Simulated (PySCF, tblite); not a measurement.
# C₅H₁₁O₂PSi: geometry, infrared bands and NMR shifts

What infrared bands and NMR shifts should C₅H₁₁O₂PSi (`C=C(OC)[Si@]1(P)CCO1`) show?

Programs: tblite 0.8.0 and PySCF 2.14.0, with density-fitted response routines of our own. Each step states its level of theory. These are calculated values for one molecule in the gas phase, unless marked as measured. Atoms count from 0, in the outputs and in this text.

## 1. Starting geometry

20 atoms, charge 0, multiplicity 1; geometry from: force field or distance geometry start.

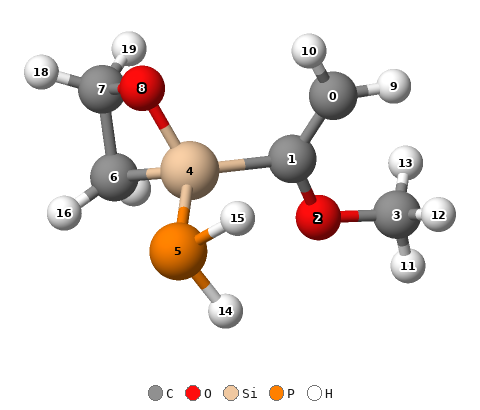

As it starts; carbon grey, oxygen red, silicon light orange, phosphorus orange, hydrogen white, atoms numbered.

## 2. Relaxing the molecule with GFN2-xTB

The job: settings as JSON, then the geometry in Å.

```
{"job": {"kind": "relax", "xc": "GFN2-xTB", "basis": "xTB"}, "charge": 0, "multiplicity": 1}
C     -0.917400     1.112800     1.249900
C     -0.726400     0.342300     0.160500
O     -1.661800    -0.484600    -0.410800
C     -2.978500    -0.501100     0.142000
Si     0.930800     0.289300    -0.668200
P      0.995400     1.528300    -2.471900
C      1.798100    -1.328200    -0.766600
C      2.579700    -0.789600     0.470200
O      2.229700     0.607900     0.319500
H     -1.878900     1.169500     1.775900
H     -0.136600     1.735100     1.663000
H     -3.588200    -1.203700    -0.439300
H     -3.452100     0.480600     0.109700
H     -2.946900    -0.880200     1.177500
H     -0.211800     1.087400    -3.045700
H      0.432400     2.697500    -1.895000
H      2.423500    -1.488400    -1.642000
H      1.203600    -2.234100    -0.570400
H      3.658900    -0.941200     0.420700
H      2.241300    -1.188900     1.441600
```

Run with:

```console
$ OMP_NUM_THREADS=1 python probes_run.py task.json out
```

The driver reads the jobs from task.json and runs them one after another.

The log of the run:

```text
step      E/eV     max force
  0    -779.63811    2.080
  1    -779.78690    1.073
  2    -779.85744    0.678
  3    -779.88863    0.460
  4    -779.91231    0.304
  5    -779.92499    0.209
  6    -779.92980    0.155
  7    -779.93510    0.187
  8    -779.93927    0.186
  9    -779.94283    0.154
 10    -779.94512    0.108
 11    -779.94681    0.104
 12    -779.94849    0.139
 13    -779.95028    0.133
 14    -779.95167    0.094
 15    -779.95257    0.067
 16    -779.95329    0.077
 17    -779.95416    0.086
 18    -779.95534    0.109
 19    -779.95679    0.102
 20    -779.95829    0.086
 21    -779.95978    0.080
 22    -779.96143    0.119
 23    -779.96347    0.149
 24    -779.96570    0.132
 25    -779.96769    0.097
 26    -779.96935    0.093
 27    -779.97096    0.111
 28    -779.97295    0.117
 29    -779.97510    0.094
 30    -779.97703    0.089
 31    -779.97874    0.110
 32    -779.98063    0.129
 33    -779.98262    0.100
 34    -779.98405    0.078
 35    -779.98467    0.045
 36    -779.98479    0.080
 37    -779.98516    0.047
 38    -779.98544    0.031
 39    -779.98587    0.035
 40    -779.98619    0.040
 41    -779.98655    0.043
 42    -779.98701    0.046
 43    -779.98771    0.063
 44    -779.98855    0.063
 45    -779.98930    0.057
 46    -779.98988    0.058
 47    -779.99046    0.067
 48    -779.99118    0.074
 49    -779.99197    0.071
 50    -779.99261    0.051
 51    -779.99306    0.039
 52    -779.99342    0.038
 53    -779.99383    0.052
 54    -779.99427    0.055
 55    -779.99463    0.044
 56    -779.99496    0.044
 57    -779.99535    0.044
 58    -779.99581    0.064
 59    -779.99626    0.068
 60    -779.99673    0.056
 61    -779.99716    0.059
 62    -779.99768    0.055
 63    -779.99829    0.062
 64    -779.99903    0.064
 65    -779.99955    0.050
 66    -779.99994    0.050
 67    -780.00032    0.056
 68    -780.00070    0.045
 69    -780.00106    0.040
 70    -780.00141    0.044
 71    -780.00183    0.046
 72    -780.00243    0.059
 73    -780.00330    0.067
 74    -780.00435    0.074
 75    -780.00544    0.106
 76    -780.00634    0.101
 77    -780.00776    0.075
 78    -780.00967    0.070
 79    -780.01033    0.080
 80    -780.01141    0.088
 81    -780.01255    0.101
 82    -780.01392    0.081
 83    -780.01479    0.080
 84    -780.01562    0.060
 85    -780.01636    0.069
 86    -780.01697    0.079
 87    -780.01739    0.069
 88    -780.01782    0.061
 89    -780.01831    0.047
 90    -780.01869    0.041
 91    -780.01917    0.042
 92    -780.01961    0.034
 93    -780.02001    0.039
 94    -780.02035    0.037
 95    -780.02065    0.034
 96    -780.02094    0.035
 97    -780.02130    0.036
 98    -780.02177    0.050
 99    -780.02234    0.045
100    -780.02288    0.057
101    -780.02343    0.064
102    -780.02424    0.082
103    -780.02554    0.123
104    -780.02721    0.118
105    -780.02878    0.073
106    -780.02982    0.077
107    -780.03044    0.100
108    -780.03112    0.079
109    -780.03192    0.052
110    -780.03240    0.061
111    -780.03278    0.042
112    -780.03313    0.056
113    -780.03366    0.061
114    -780.03441    0.047
115    -780.03510    0.050
116    -780.03542    0.039
117    -780.03558    0.035
118    -780.03578    0.037
119    -780.03616    0.061
120    -780.03679    0.088
121    -780.03759    0.094
122    -780.03844    0.105
123    -780.03916    0.096
124    -780.04003    0.063
125    -780.04069    0.073
126    -780.04141    0.051
127    -780.04189    0.047
128    -780.04241    0.050
129    -780.04290    0.055
130    -780.04339    0.047
131    -780.04383    0.056
132    -780.04431    0.068
133    -780.04481    0.067
134    -780.04545    0.058
135    -780.04617    0.048
136    -780.04673    0.044
137    -780.04720    0.053
138    -780.04757    0.058
139    -780.04778    0.041
140    -780.04794    0.037
141    -780.04804    0.026
142    -780.04814    0.026
143    -780.04827    0.019
144    -780.04838    0.019
145    -780.04846    0.018
146    -780.04854    0.018
147    -780.04863    0.021
148    -780.04873    0.019
149    -780.04881    0.020
150    -780.04889    0.025
151    -780.04899    0.033
152    -780.04913    0.036
153    -780.04928    0.037
154    -780.04946    0.029
155    -780.04967    0.027
156    -780.04989    0.038
157    -780.05011    0.038
158    -780.05029    0.043
159    -780.05045    0.036
160    -780.05059    0.029
161    -780.05075    0.026
162    -780.05088    0.028
163    -780.05099    0.027
164    -780.05110    0.028
165    -780.05125    0.031
166    -780.05140    0.032
167    -780.05153    0.025
168    -780.05163    0.026
169    -780.05173    0.021
170    -780.05185    0.023
171    -780.05191    0.017
172    -780.05197    0.014
173    -780.05200    0.013
174    -780.05202    0.011
175    -780.05205    0.010
176    -780.05208    0.013
177    -780.05212    0.017
178    -780.05218    0.020
179    -780.05225    0.023
180    -780.05234    0.021
181    -780.05245    0.021
182    -780.05255    0.024
183    -780.05262    0.034
184    -780.05271    0.024
185    -780.05283    0.027
186    -780.05296    0.028
187    -780.05321    0.033
188    -780.05353    0.037
189    -780.05390    0.041
190    -780.05416    0.067
191    -780.05344    0.188
192    -780.05479    0.040
193    -780.05512    0.036
194    -780.05454    0.258
195    -780.05618    0.031
196    -780.05647    0.043
197    -780.05638    0.162
198    -780.05696    0.044
199    -780.05714    0.040
200    -780.05760    0.081
201    -780.05774    0.033
202    -780.05782    0.022
203    -780.05796    0.023
204    -780.05808    0.032
205    -780.05820    0.035
206    -780.05838    0.040
207    -780.05862    0.041
208    -780.05892    0.027
209    -780.05913    0.063
210    -780.05946    0.038
211    -780.05976    0.035
212    -780.06009    0.052
213    -780.06022    0.035
214    -780.06037    0.017
215    -780.06042    0.018
216    -780.06047    0.013
217    -780.06051    0.012
218    -780.06056    0.013
219    -780.06059    0.013
220    -780.06060    0.009
```

Wall time 3.9 s (1 thread of Intel Xeon Platinum 8259CL at 2.50GHz, shared host); peak memory 0.18 GiB.

Relaxation path: (not every step is listed)

```
step  energy from step 0 (eV)  largest force (eV/Å)
   0                   0.0000                2.0802
   1                  -0.1488                1.0732
   2                  -0.2193                0.6775
   3                  -0.2505                0.4603
   4                  -0.2742                0.3040
   5                  -0.2869                0.2091
   6                  -0.2917                0.1554
   7                  -0.2970                0.1869
   8                  -0.3012                0.1858
  28                  -0.3348                0.1168
  48                  -0.3531                0.0740
  68                  -0.3626                0.0450
  88                  -0.3797                0.0610
 108                  -0.3930                0.0790
 128                  -0.4043                0.0504
 148                  -0.4106                0.0194
 168                  -0.4135                0.0255
 188                  -0.4154                0.0367
 208                  -0.4208                0.0272
 215                  -0.4223                0.0181
 216                  -0.4224                0.0130
 217                  -0.4224                0.0119
 218                  -0.4225                0.0129
 219                  -0.4225                0.0130
 220                  -0.4225                0.0094
```

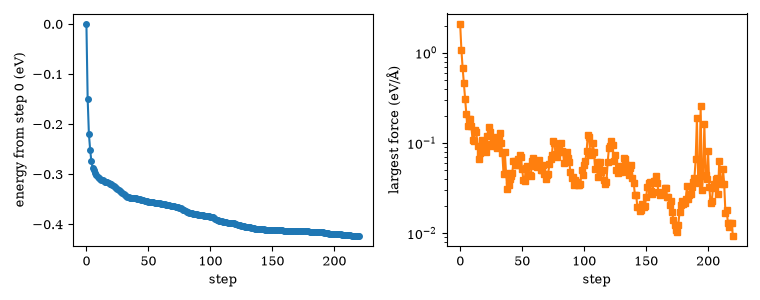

Energy and force, step by step.

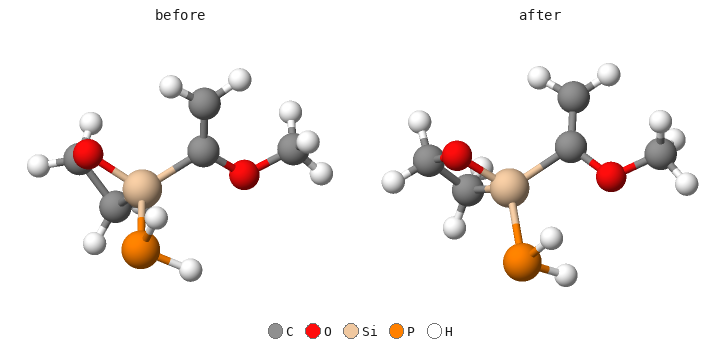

The geometry before (left) and after (right).

Distances of close pairs at the start and the end, largest changes first:

```
  bond  before (Å)  after (Å)  change (Å)
Si4–C6       1.838      1.915      +0.077
Si4–P5       2.189      2.244      +0.055
C1–Si4       1.854      1.902      +0.049
P5–H15       1.420      1.382      -0.039
 C6–C7       1.559      1.524      -0.035
P5–H14       1.407      1.381      -0.026
 C7–O8       1.449      1.427      -0.022
 C0–H9       1.097      1.077      -0.021
```

The final coordinates are the input of the step that follows.

## 3. Infrared spectrum with GFN2-xTB

The job: settings as JSON, then the geometry in Å.

```
{"job": {"kind": "ir", "xc": "GFN2-xTB", "basis": "xTB"}, "charge": 0, "multiplicity": 1}
C     -0.965533     0.014287     1.590304
C     -0.804018     0.156101     0.279230
O     -1.794673     0.353212    -0.639229
C     -3.123706     0.426656    -0.175201
Si     0.863718     0.135444    -0.635755
P      0.627429     0.879701    -2.739410
C      2.059205    -1.326801    -0.320887
C      2.916058    -0.258818     0.349190
O      2.088293     0.893580     0.197284
H     -1.919173     0.045044     2.089566
H     -0.102937    -0.130267     2.212738
H     -3.744117     0.575594    -1.057329
H     -3.255288     1.268147     0.512102
H     -3.417309    -0.500843     0.326049
H     -0.393529    -0.005351    -3.027211
H     -0.254761     1.876882    -2.370742
H      2.527630    -1.779590    -1.187165
H      1.728844    -2.105248     0.357170
H      3.867033    -0.078120    -0.152001
H      3.091687    -0.428930     1.411898
```

The log of the run:

```text
mode    cm-1     km/mol
  1      23.3      0.13
  2      75.2      0.17
  3      77.8      7.79
  4      87.7      1.63
  5      89.6      1.99
  6     122.1      0.45
  7     167.0     14.00
  8     191.4      7.88
  9     231.0      1.00
 10     235.6     13.98
 11     319.3      3.21
 12     335.9      1.65
 13     432.8      3.78
 14     481.2     36.41
 15     599.7     73.92
 16     684.2     32.25
 17     688.3     11.26
 18     700.1      0.96
 19     708.2     29.52
 20     731.3     76.00
 21     743.0     88.79
 22     840.8     36.58
 23     870.1    175.27
 24     888.3     26.91
 25     927.5     55.60
 26    1001.6     62.50
 27    1046.7     29.71
 28    1055.5     23.79
 29    1118.9      2.07
 30    1126.2      7.73
 31    1134.0      0.08
 32    1155.1     17.15
 33    1159.0     12.77
 34    1187.8     12.33
 35    1188.1     47.00
 36    1285.9      8.23
 37    1384.7      1.43
 38    1405.8      1.80
 39    1453.6      3.73
 40    1465.9      4.33
 41    1483.9      4.64
 42    1488.9      1.25
 43    1661.0     69.96
 44    2325.1    114.23
 45    2401.6    127.19
 46    2935.7     32.40
 47    2949.4     27.28
 48    2962.9     37.36
 49    2980.2     59.05
 50    3026.3     12.70
 51    3040.6     20.89
 52    3043.5     36.63
 53    3103.9     34.91
 54    3153.1     16.84
```

Wall time 1.9 s (1 thread of Intel Xeon Platinum 8259CL at 2.50GHz, shared host); peak memory 0.18 GiB.

Which atoms move in the most intense modes:

```
cm⁻¹  km/mol                        atoms
 600    73.9   Si4 42 %, O8 14 %, C7 11 %
 731    76.0  H14 31 %, Si4 23 %, C6 18 %
 743    88.8           Si4 20 %, H15 19 %
 870   175.3   O8 45 %, Si4 25 %, C6 15 %
1002    62.5             C7 44 %, O8 35 %
1661    70.0             C1 52 %, C0 41 %
2325   114.2           H15 49 %, H14 48 %
2402   127.2           H14 49 %, H15 48 %
```

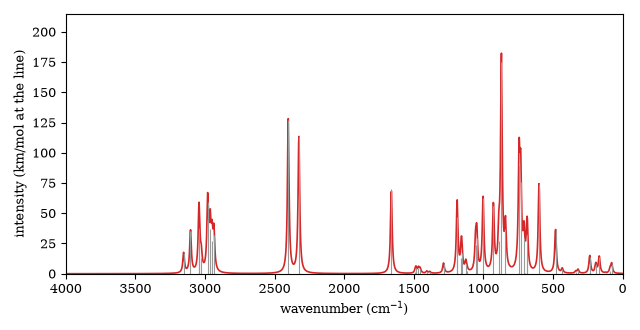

The infrared spectrum from these modes, unscaled. Lines are broadened to a width of 14 cm⁻¹ (Lorentzian).

## 4. Nuclear shieldings: PBE0/pcSseg-1

The job, as its differences from that of step 3:

```diff
@@ -1,2 +1,2 @@
-{"job": {"kind": "ir", "xc": "GFN2-xTB", "basis": "xTB"}, "charge": 0, "multiplicity": 1}
+{"job": {"kind": "nmr", "xc": "PBE0", "basis": "pcSseg-1"}, "charge": 0, "multiplicity": 1}
 C     -0.965533     0.014287     1.590304
```

Level: GIAO PBE0/pcSseg-1 NMR shielding, non-relativistic, gas phase.

The log of the run:

```text
coarse grid: 17672 points
cycle   1  E = -977.5031048935  dE =  1.241e+00  |g| = 8.412e-01  |ddm| = 4.041e+00
cycle   2  E = -977.3179356790  dE =  1.852e-01  |g| = 1.306e+00  |ddm| = 2.121e+00
cycle   3  E = -977.6366303010  dE = -3.187e-01  |g| = 1.474e-01  |ddm| = 1.521e+00
cycle   4  E = -977.6407093040  dE = -4.079e-03  |g| = 5.150e-02  |ddm| = 1.644e-01
cycle   5  E = -977.6412582929  dE = -5.490e-04  |g| = 1.310e-02  |ddm| = 4.810e-02
cycle   6  E = -977.6412909327  dE = -3.264e-05  |g| = 4.920e-03  |ddm| = 1.422e-02
cycle   7  E = -977.6412959072  dE = -4.975e-06  |g| = 9.561e-04  |ddm| = 4.296e-03
final grid: 161400 points
cycle   8  E = -977.7168675227  dE = -3.894e-05  |g| = 1.498e-02  |ddm| = 3.663e-02
cycle   9  E = -977.7168087431  dE =  5.878e-05  |g| = 2.337e-02  |ddm| = 2.528e-02
cycle  10  E = -977.7169096019  dE = -1.009e-04  |g| = 2.242e-03  |ddm| = 1.685e-02
cycle  11  E = -977.7169107841  dE = -1.182e-06  |g| = 4.354e-04  |ddm| = 2.394e-03
cycle  12  E = -977.7169108178  dE = -3.371e-08  |g| = 2.224e-04  |ddm| = 4.974e-04
cycle  13  E = -977.7169108287  dE = -1.090e-08  |g| = 4.386e-05  |ddm| = 2.205e-04
cycle  14  E = -977.7169108290  dE = -3.467e-10  |g| = 1.780e-05  |ddm| = 6.110e-05
converged SCF energy = -977.7169108290

GIAO shielding tensors (ppm)
atom      isotropic    diamagn.    paramagn.     s11        s22        s33       span
  0 C       88.542     258.796    -170.253    -11.062     99.436    177.252    188.313
  1 C       11.747     262.009    -250.262    -90.342     20.378    105.205    195.547
  2 O      204.328     402.119    -197.791     87.984    213.184    311.817    223.833
  3 C      131.503     244.476    -112.974     99.291    116.186    179.031     79.740
  4 Si     299.355     880.603    -581.248    237.947    315.841    344.278    106.331
  5 P      607.982     968.745    -360.763    558.861    594.901    670.183    111.322
  6 C      161.633     256.826     -95.193    127.385    169.209    188.305     60.920
  7 C      116.464     248.156    -131.693     85.506     98.300    165.585     80.079
  8 O      255.570     398.094    -142.524    202.599    243.019    321.091    118.491
  9 H       26.806      32.551      -5.745     23.981     24.827     31.610      7.628
 10 H       26.765      34.140      -7.375     24.501     25.672     30.121      5.620
 11 H       27.640      28.361      -0.720     23.209     26.406     33.306     10.097
 12 H       28.285      29.240      -0.955     25.248     25.343     34.263      9.014
 13 H       28.264      29.525      -1.261     25.099     25.527     34.166      9.067
 14 H       30.573      32.583      -2.009     25.559     28.295     37.866     12.307
 15 H       30.220      32.424      -2.204     25.282     28.091     37.288     12.006
 16 H       29.575      31.507      -1.932     26.885     27.473     34.369      7.483
 17 H       29.586      33.131      -3.545     26.780     27.674     34.303      7.523
 18 H       26.767      28.315      -1.548     23.052     25.219     32.029      8.977
 19 H       26.930      29.894      -2.964     22.966     25.263     32.562      9.596
```

It took 79 s on 1 thread of Intel Xeon Platinum 8259CL at 2.50GHz, shared host; peak memory 0.97 GiB.

The references, computed at this level on geometries of the same kind, shield at (ppm): 1H TMS 31.72, 13C TMS 186.9, 29Si TMS 349.2, 17O H2O 336.1, 31P H3PO4 318.4. Their shielding less the atom's gives the shift. The references are single molecules in the gas phase, so shifts against H2O, NH3, PH3, H3PO4 or CFCl3 are not on the usual liquid scales and can be off by tens of ppm. Atoms listed in one row are averaged.

```
        atoms                                                  environment  σ (ppm)  δ (ppm)  δ scaled to CDCl3
           C1                                 alkene carbon bearing oxygen     11.7    175.2              169.1
           C0                β carbon of an enol-ether or enamine type C=C     88.5     98.4               94.1
           C7                                          sp3 CH2 bonded to O    116.5     70.5               66.9
           C3                                    methyl carbon bonded to O    131.5     55.4               52.2
           C6                                         sp3 CH2 bonded to Si    161.6     25.3               22.8
          H10  hydrogen on a β carbon of an enol-ether or enamine type C=C    26.76     4.95               4.77
          H18                           hydrogen on an sp3 CH2 bonded to O    26.77     4.95               4.77
           H9  hydrogen on a β carbon of an enol-ether or enamine type C=C    26.81     4.91               4.74
          H19                           hydrogen on an sp3 CH2 bonded to O    26.93     4.79               4.62
H11, H12, H13                      hydrogen on a methyl carbon bonded to O    28.06     3.65               3.55
          H16                          hydrogen on an sp3 CH2 bonded to Si    29.58     2.14               2.12
          H17                          hydrogen on an sp3 CH2 bonded to Si    29.59     2.13               2.11
     H14, H15                        hydrogen on a phosphorus bonded to Si    30.40     1.32                  –
           O2                                                 ether oxygen    204.3    131.8                  –
           O8                 oxygen bonded to C, Si, in a 4-membered ring    255.6     80.5                  –
          Si4            silicon bonded to 2 C, O, P, in a 4-membered ring    299.4     49.8                  –
           P5                                 phosphorus bonded to Si, 2 H    608.0   -289.6                  –
```

The scaled column applies a straight-line fit of computed shieldings to shifts measured in CDCl3 (root-mean-square error 0.16 ppm for H, 1.9 ppm for C).

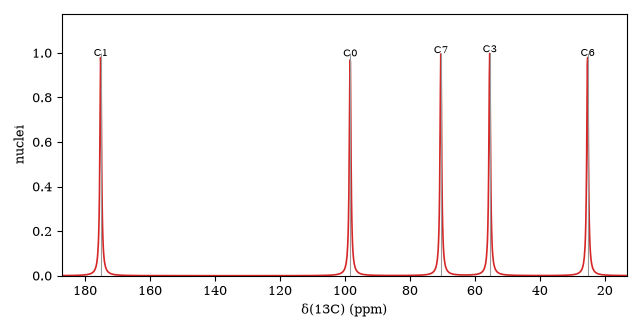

13C lines at the computed shifts, without couplings. Lines are broadened to a width of 0.60 ppm (Lorentzian).

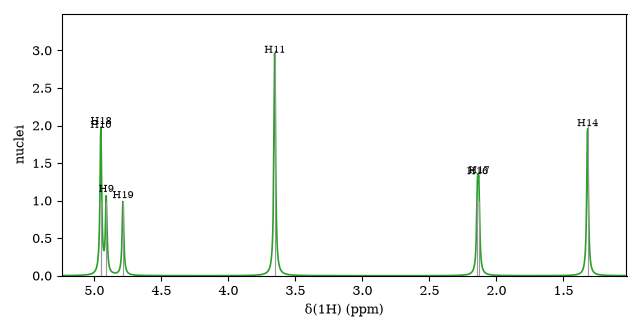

1H lines at the computed shifts, without couplings. Lines are broadened to a width of 0.01 ppm (Lorentzian).

The run also stored atomic charges by several schemes (e):

```
atoms  Mulliken    IAO  Hirshfeld  ESP fit
   C0     -0.20  -0.40      -0.14    -0.59
   C1     -0.14  -0.08      -0.03     0.03
   O2     -0.50  -0.33      -0.10    -0.24
   C3     -0.04  -0.21      -0.03    -0.29
  Si4      0.94   1.09       0.39     0.95
   P5     -0.21  -0.12      -0.03    -0.43
   C6     -0.57  -0.57      -0.17    -0.74
   C7      0.07  -0.04       0.00     0.33
   O8     -0.60  -0.67      -0.26    -0.59
```

Mulliken charges:

C0 -0.20; C1 -0.14; O2 -0.50; C3 -0.04; Si4 0.94; P5 -0.21; C6 -0.57; C7 0.07; O8 -0.60; H9 0.12; H10 0.13; H11 0.13; H12 0.11; H13 0.11; H14 0.06; H15 0.07; H16 0.14; H17 0.14; H18 0.12; H19 0.12

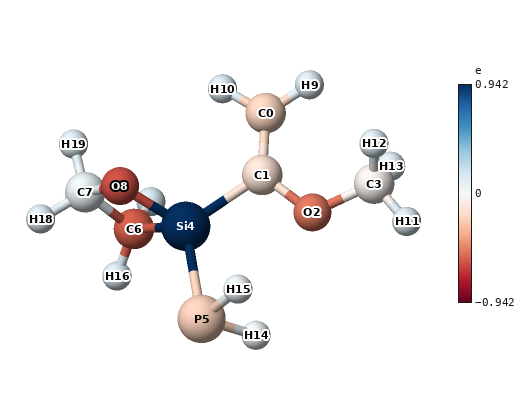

Mulliken charges, as colours on the atoms.

Mayer bond orders: C0–C1 1.85, C1–O2 0.99, O2–C3 0.90, C1–Si4 0.80, Si4–P5 1.02, Si4–C6 0.91, C6–C7 1.01, C7–O8 0.89, O8–Si4 1.02.

Ring of atoms Si4, C6, C7, O8: NICS(0) -1.3, NICS(1) 0.1, NICS(1)zz 2.3 ppm (means of both faces).

Orbitals, density, ELF and potential are computed afterwards from the orbital file.

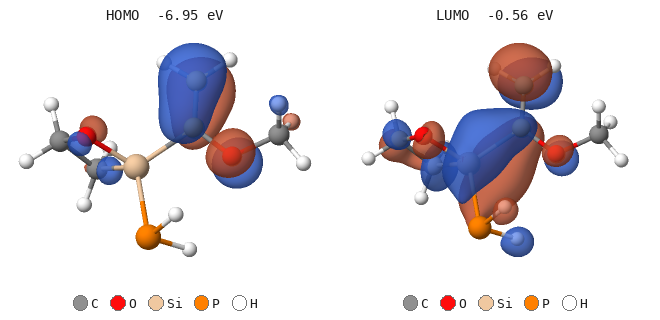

PBE0/pcSseg-1 orbitals near the gap, drawn at the value that encloses 70 % of each; the two colours are the two signs.

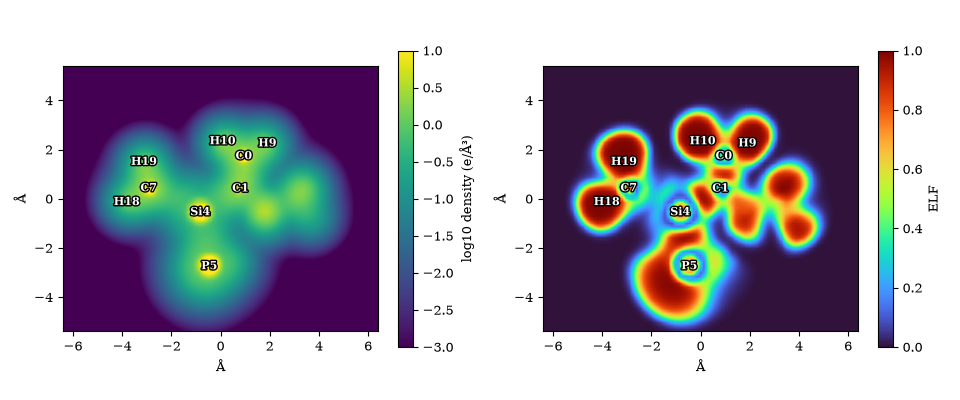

Density (left) and ELF (right) in a plane through or near 9 of the atoms.

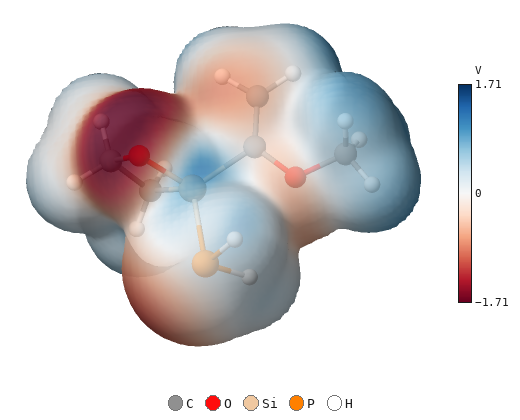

The potential that a unit positive charge feels on the 0.002 e/bohr³ surface, from -1.71 V near O8 to 1.01 V near Si4.

## 5. Summary of results

| quantity | value |
| --- | --- |
| strongest single infrared mode (GFN2-xTB) | 870 cm⁻¹, 175 km/mol |
| zero-point energy (GFN2-xTB) | 94.3 kcal/mol |
| 13C shifts against TMS (PBE0/pcSseg-1) | 175.2, 98.4, 70.5, 55.4, 25.3 ppm |
| 1H shifts against TMS (PBE0/pcSseg-1, means over atoms taken as alike) | 4.95, 4.95, 4.91, 4.79, 3.65, 2.14, 2.13, 1.32 ppm |
| 17O shifts against H2O (PBE0/pcSseg-1) | 131.8, 80.5 ppm |
| 29Si shifts against TMS (PBE0/pcSseg-1) | 49.8 ppm |
| 31P shifts against H3PO4 (PBE0/pcSseg-1) | -289.6 ppm |
| surface potential, least and greatest | -1.71 V and 1.01 V |

In words: The optimisation took 220 steps and gained 0.422 eV; among the close pairs (by a distance rule), Si4–C6 changed most, from 1.838 to 1.915 Å. All 54 modes are real, so the xTB geometry is a minimum. The strongest single mode, at 870 cm⁻¹, is carried by O8, Si4, C6. GFN2-xTB is a fitted tight-binding method: band positions and strengths are rough. Its intensities can rank the bands wrongly. The most deshielded carbon is C1 (alkene carbon bearing oxygen), at 175.2 ppm: an sp2 carbon further deshielded by the attached heteroatom. At PBE0/pcSseg-1: The largest span, 224 ppm, is at O2, where the paramagnetic term is -198 ppm. By nearest atom (PBE0/pcSseg-1), the HOMO sits on C0 33 %; O2 23 % and the LUMO on Si4 24 %; C0, C1 about 17 % each.
